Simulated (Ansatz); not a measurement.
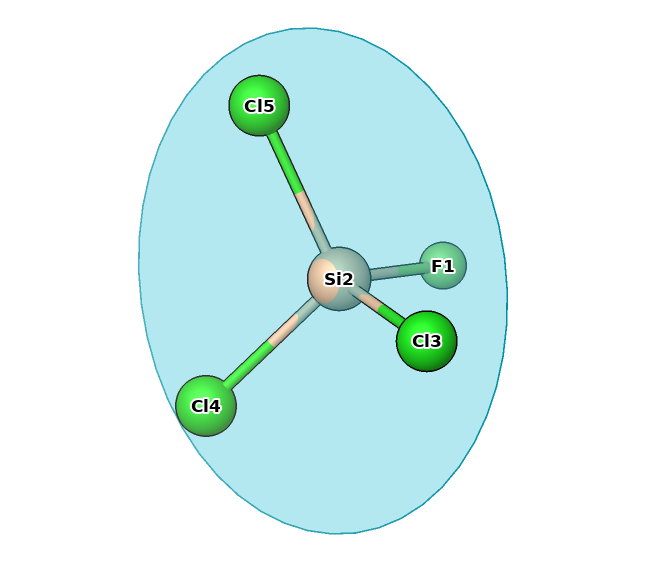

A disc through the centre of mass is drawn in. Distant atoms are faded towards the background colour. Computed geometry: PBE0-D4/def2-TZVP optimisation.

Is the plane of the disc a mirror plane of the structure?

Answer. No. The point group is C3v, with 1 C3 axis and 3 mirror planes, and this plane isn't one of its mirror planes.
